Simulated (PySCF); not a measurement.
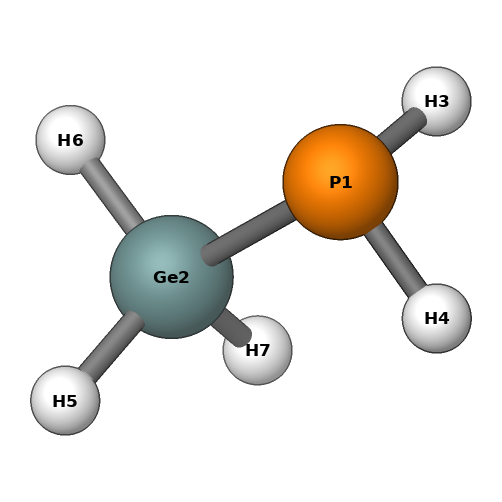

The computed structure is the end point of a PBE0-D3(BJ)/def2-SVP optimisation. No frequency run is at hand to confirm it as a minimum. Properties computed with delta-SCF UKS SCAN, pcX-2 on the ionised atom, pcseg-1 elsewhere, spin-free X2C (PySCF 2.14.0).

Give the core-electron binding energies (to vacuum; p and d levels without spin–orbit splitting) of P1 1s, P1 2p.

```json
{"atom": "P1", "level": "1s", "binding energy (eV)": "2150.0"}
{"atom": "P1", "level": "2p", "binding energy (eV)": "136.8"}
```
